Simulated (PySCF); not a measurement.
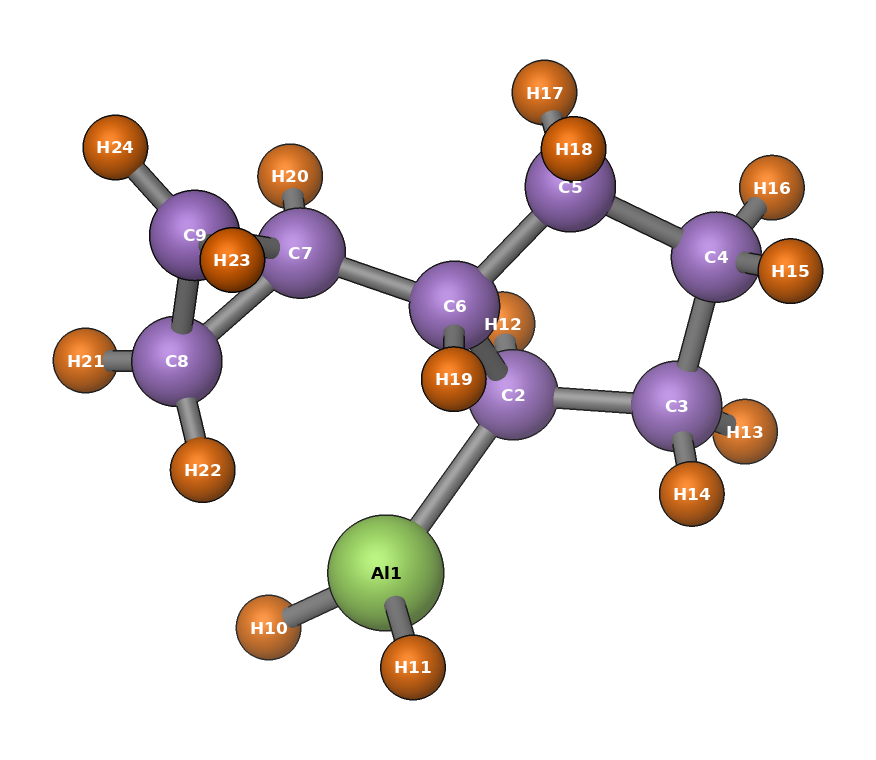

The computed structure is the end point of a GFN2-xTB optimisation. No frequency run is at hand to confirm it as a minimum. Electric field gradients from the ground-state density, PBE0/pcSseg-1 (PySCF 2.14.0), non-relativistic apart from any core potentials.

Give the largest field-gradient component, the quadrupole coupling constant and the asymmetry for 27Al at Al1 (Q = 146.6 mb), 2H at H10 (Q = 2.86 mb), 2H at H11 (Q = 2.86 mb).

```tsv
atom	V_zz (a.u.)	e²qQ/h (MHz)	η
Al1	1.467	50.5	0.08
H10	0.129	0.087	0.06
H11	0.125	0.084	0.06
```

The geometry is semi-empirical. Around Al such bond lengths and angles can be off by a tenth of an ångström or more and by several degrees, and values that hang on the shape move with them.
